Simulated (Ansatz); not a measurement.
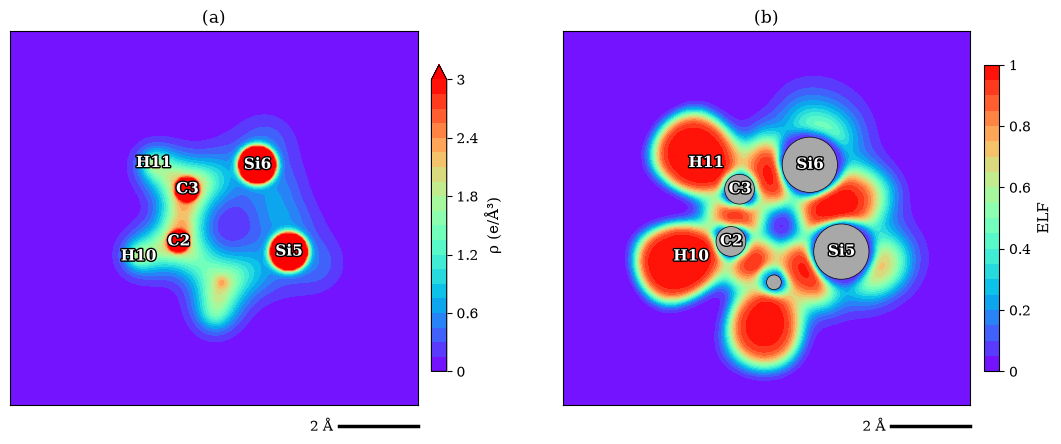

*C₃H₇ClSi₂. (a) electron density; (b) electron localisation function on the plane of atoms C3, Si6 and Si5. Grey discs cover the atomic cores in the ELF map.*

Geometry: B3LYP-D3(BJ)/def2-SVP.

Theory: isolated molecule in a Gaussian basis; Kohn-Sham density functional theory, functional PBE0 in Ansatz 0.2.0.

Input file:

```
crystal:
  periodic: [false, false, false]
  atoms:
    - {symbol: C, position_ang: [0.316086, 0.451165, -0.867067]}
    - {symbol: C, position_ang: [0.445805, 0.150704, -2.345829]}
    - {symbol: C, position_ang: [-0.490658, -0.478579, -3.084594]}
    - {symbol: Cl, position_ang: [-2.487557, 1.955491, -0.114536]}
    - {symbol: Si, position_ang: [-1.473729, 0.131313, -0.292124]}
    - {symbol: Si, position_ang: [-2.090840, -1.004197, -2.242051]}
    - {symbol: H, position_ang: [-1.538104, -0.544447, 1.031595]}
    - {symbol: H, position_ang: [1.010444, -0.189713, -0.291262]}
    - {symbol: H, position_ang: [0.620828, 1.488868, -0.648006]}
    - {symbol: H, position_ang: [1.385448, 0.466647, -2.819991]}
    - {symbol: H, position_ang: [-0.284986, -0.658467, -4.145893]}
    - {symbol: H, position_ang: [-2.204258, -2.487963, -2.103630]}
    - {symbol: H, position_ang: [-3.314652, -0.500635, -2.928908]}
basis:
  gaussian:
    orbitals: def2-SVPD
magnetization:
  spin_polarized: false
hamiltonian:
  xc: {name: PBE0}
output: {forces: true, orbitals: {seedname: orbitals}}
```

Run with:

```sh
ansatz run input.yaml --threads 4 --pin off --max-ram 7830MiB --events-out events.jsonl --progress --plain --runs-dir runs
```

**What do the fields say about this system?**

The plane passes through C, Si and H nuclei.
C–C (1.35 Å): ρ is about 2.2 e/Å³ halfway; the ELF peaks at about 0.90 between the atoms (a covalent bond).
C–Si (1.88 Å): ρ is about 0.93 e/Å³ halfway; the ELF peaks at about 0.95 between the atoms, as expected for a covalent bond.
Si–Si (2.34 Å): ρ is about 0.64 e/Å³ halfway; the ELF peaks at about 1 between the atoms (a shared electron pair).
C–H (1.10 Å): ρ at the midpoint is about 1.9 e/Å³; the ELF climbs to about 1 towards the hydrogen, as it does in any bond to H (a covalent bond by its length).
